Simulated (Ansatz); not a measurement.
```json
{"atom": "Ga", "x (Å)": "0.2744", "y (Å)": "-0.1153", "z (Å)": "0.3621"}
{"atom": "H", "x (Å)": "0.1235", "y (Å)": "-0.0398", "z (Å)": "1.9073"}
{"atom": "O", "x (Å)": "1.7925", "y (Å)": "-0.4068", "z (Å)": "-0.5251"}
{"atom": "H", "x (Å)": "2.5710", "y (Å)": "-0.5242", "z (Å)": "0.0347"}
{"atom": "Cl", "x (Å)": "-1.4069", "y (Å)": "0.1341", "z (Å)": "-0.9556"}
```

Theory: RKS B3LYP-D4/def2-SVP in Ansatz.

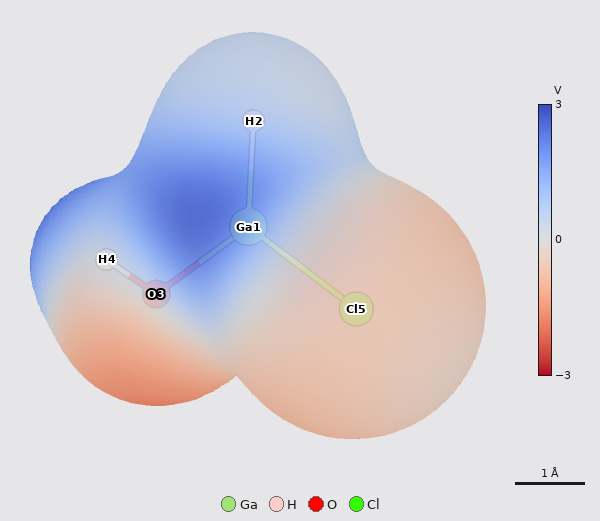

ClGaH₂O. The electrostatic potential painted on the density surface at 0.002 e/bohr³, seen at a tilt; the colour scale runs from red (negative) to blue (positive).

Q: Where is the surface potential most negative and most positive?

A: The most negative region (about −1.7 V, or −39 kcal/mol for a unit charge) lies over O3, the most positive (about +2.6 V, or +60 kcal/mol for a unit charge) over Ga1. O3 is the likeliest acceptor of a hydrogen bond.
